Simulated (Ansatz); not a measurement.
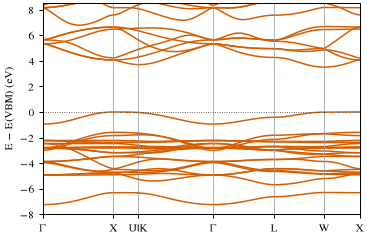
Figure: Band structure from the program Ansatz at the r²SCAN+D4 level (PAW)

**Question.** Read off the gap and where the band edges lie.

**Answer.** About 3.5 eV (3.50 eV by a search for the band edges); maximum at X, minimum at W.

The material is Tl3GaF6 in space group Fm-3m (No. 225; Tl on 8c, Tl on 4b, Ga on 4a, F on 24e).

The first step of the workflow began from a Materials Project structure, measured or hypothetical; the Crystallography Open Database copy checked does not list it. Whether it is the stable phase at ambient conditions was not checked. The cell was relaxed with r²SCAN+D4 under the symmetry of its start; whether a distortion lowers the energy is not shown. Spin–orbit coupling is left out wherever it is not named.

Potentials: the later of the program's two PAW sets.
